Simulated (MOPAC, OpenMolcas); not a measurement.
# CH5BFN (SMILES CB(N)F): methods side by side

CH5BFN: 9 atoms, total charge 0, spin state singlet. As SMILES, `CB(N)F`. The shape is that of a PBE0-D4/def2-TZVP optimisation.

Each level gives the dipole moment (D). The values are calculated.

```tsv
level	kind	program	value (D)	CPU time
MNDO	semi-empirical	MOPAC	2.42	under 2 s
HF/cc-pVDZ	Hartree–Fock	OpenMolcas	2.33	5.7 s
SVWN5/cc-pVDZ	LDA	OpenMolcas	2.24	23 s
revPBE/cc-pVDZ	GGA	OpenMolcas	2.17	40 s
TPSS/cc-pVDZ	meta-GGA	OpenMolcas	2.20	50 s
B3LYP/cc-pVDZ	global hybrid	OpenMolcas	2.23	35 s
PBE0/cc-pVDZ	global hybrid	OpenMolcas	2.25	33 s
```

The values span 2.17 to 2.42 D. Magnitudes only. CPU times are rough (shared hosts, several kinds of processor and program).

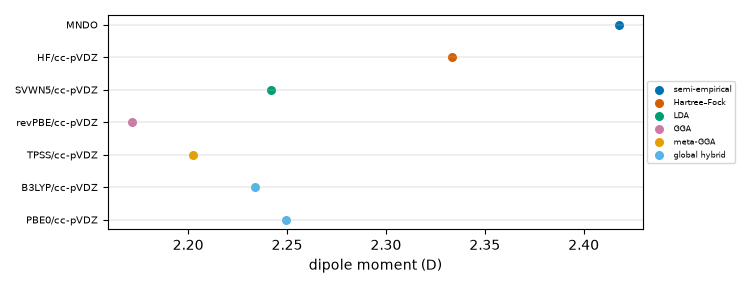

The values of the table, level by level.
